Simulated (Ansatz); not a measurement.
# SiH2OF (SMILES O[SiH]F): U-revPBE/STO-3G

Aim: the electronic atomisation energy of SiH2OF at U-revPBE/STO-3G, from 5 runs. 

The calculation is run with Ansatz 0.2.0.

65 further runs of the same task are left out: 5 that didn't finish, 60 set aside as unsound or not needed.

## (1) The molecule

SiH2OF has 5 atoms, charge 0, and is taken as a doublet. As SMILES, `O[SiH]F`. The shape is that of a PBE0-D4/def2-TZVP optimisation. This is one conformer, not always the lowest.

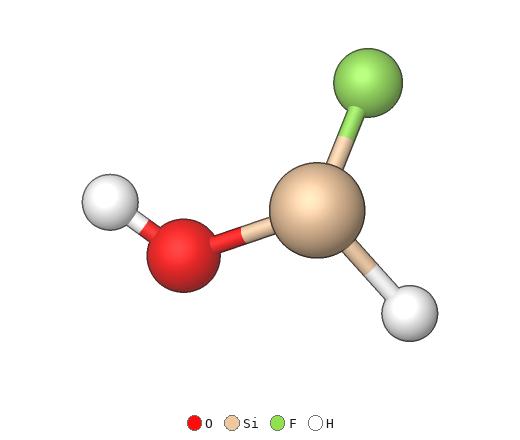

Viewed from a chosen angle; oxygen red, silicon light orange, fluorine green, hydrogen white.

## (2) The energy at U-revPBE/STO-3G

input.yaml reads:

```yaml
crystal:
  periodic: [false, false, false]
  atoms:
    - symbol: O
      position_ang: [-0.615200, -0.884600, -0.276300]
    - symbol: Si
      position_ang: [0.283900, 0.245700, 0.493100]
    - symbol: F
      position_ang: [0.207000, 1.646500, -0.283100]
    - symbol: H
      position_ang: [-1.564500, -0.765100, -0.338000]
    - symbol: H
      position_ang: [1.688800, -0.242600, 0.404400]
basis:
  gaussian:
    orbitals: STO-3G
total_charge: 0
magnetization:
  spin_polarized: true
  initial_magnetization: 1
hamiltonian:
  xc: {name: revPBE}
accuracy: high
```

Command:

```sh
$ ansatz run input.yaml --threads 1 --pin off --max-ram 2610MiB --events-out events.jsonl --progress --plain --runs-dir runs
```

The log of the run:

```text
Warning: RAYON_NUM_THREADS=1 ignored (pool sized by the plan → 1); use --threads N
Functional definition: revPBE
  name "revPBE"
  parameter kappa = 1.245
  parameter beta = 0.06672455060314922
  exchange = pbe_x(kappa = kappa, mu = beta*pi^2/3)
  correlation = pbe_c(beta = beta)
386 factors; integrals over basis functions are off by at most 3.1e-8 eV
mean field evaluation 1: about -12508.6040 eV, gradient 1.5e1 eV
mean field evaluation 2: about -12504.3243 eV, gradient 3.1e1 eV
mean field evaluation 4: about -12510.2347 eV, gradient 2.4e0 eV
mean field evaluation 8: about -12510.2473 eV, gradient 2.8e-2 eV
mean field evaluation 16: about -12510.2473 eV, gradient 2.0e-7 eV
mean field -12510.24728078 eV, -459.7431078186 hartree, gradient 4.4e-8 eV, S^2 0.750532; 0 other end points of the search recorded, 0 dependent functions left out
reference -12510.24728290 eV, -459.7431078965 hartree; 17, 16 occupied and 4, 5 virtual orbitals, 386 factors
Total energy: -12510.24728290 eV, -459.7431078965 hartree
```

Wall time 1.9 s (1 thread of Arm Neoverse V1, shared host); peak memory 0.13 GiB.

## (3) The F atom, same level

in.yaml reads:

```yaml
crystal:
  periodic: [false, false, false]
  atoms:
    - {symbol: F, position_ang: [0.000000, 0.000000, 0.000000]}
basis:
  gaussian:
    orbitals: STO-3G
magnetization:
  spin_polarized: true
  initial_magnetization: 1
hamiltonian:
  xc: {name: revPBE}
accuracy: high
```

Run the same way, it converges to -98.24365 Eh (log not shown).

## (4) The H atom at the same level

in.yaml reads:

```yaml
crystal:
  periodic: [false, false, false]
  atoms:
    - {symbol: H, position_ang: [0.000000, 0.000000, 0.000000]}
basis:
  gaussian: {orbitals: STO-3G}
hamiltonian: {xc: {name: revPBE}}
accuracy: high
magnetization: {spin_polarized: true, initial_magnetization: 1}
```

Run the same way, it converges to -0.47010 Eh (log not shown).

## (5) The O atom, same level

in.yaml reads:

```yaml
crystal:
  periodic: [false, false, false]
  atoms:
    - symbol: O
      position_ang: [0.000000, 0.000000, 0.000000]
basis:
  gaussian:
    orbitals: STO-3G
accuracy: high
magnetization:
  spin_polarized: true
  initial_magnetization: 2
hamiltonian:
  xc: {name: revPBE}
```

Run the same way, it converges to -74.01699 Eh (log not shown).

## (6) The Si atom

run.yaml reads:

```yaml
basis:
  gaussian:
    orbitals: STO-3G
crystal:
  periodic: [false, false, false]
  atoms:
    - symbol: Si
      position_ang: [0.000000, 0.000000, 0.000000]
magnetization:
  spin_polarized: true
  initial_magnetization: 2
hamiltonian:
  xc: {name: revPBE}
accuracy: high
```

Run the same way, it converges to -285.87250 Eh (log not shown).

## (7) Results

Level: U-revPBE/STO-3G.

| quantity | value |
| --- | --- |
| molecule: total energy | -459.74311 Eh |
| molecule: ⟨S²⟩ | 0.751 |
| F atom: total energy | -98.24365 Eh |
| F atom: ⟨S²⟩ | 0.750 |
| H atom: total energy | -0.47010 Eh |
| H atom: ⟨S²⟩ | 0.750 |
| O atom: total energy | -74.01699 Eh |
| O atom: ⟨S²⟩ | 2.000 |
| Si atom: total energy | -285.87250 Eh |
| Si atom: ⟨S²⟩ | 2.000 |
| electronic atomisation energy | 18.225 eV |

**Reading.** Taking the molecule apart into free atoms costs 18.23 eV (420 kcal/mol), before zero-point energy and without spin-orbit coupling. In a minimal basis such a difference can be off by several eV, whatever the method.
